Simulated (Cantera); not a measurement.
Feed: 1 mol Ta, 0.01 mol H₂O, held at 0.133 bar.

These are equilibrium values from Cantera (NASA tables, ideal gas, pure condensed phases), not measurements of a reactor. Candidate condensed phases: H₂O, Ta, Ta₂O₅; 12 gas species. Mutual solubility and eutectic melting of coexisting phases are not modelled. Condensed phases not in the tables: N, O or C dissolved in the metal. The numbers say what is thermodynamically allowed, not how fast it happens.

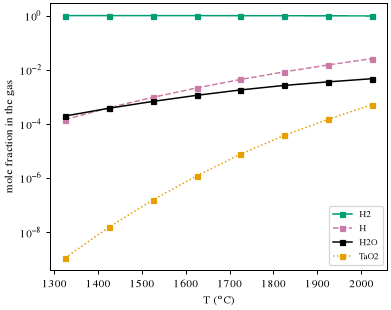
Equilibrium gas composition (values under 1e-9 drawn at 1e-9)

Q: Read off the mole fractions at 1525 °C.

A: H₂ about 1.00, H about 0.00096, H₂O about 0.00068, TaO₂ about 1.6e-7.
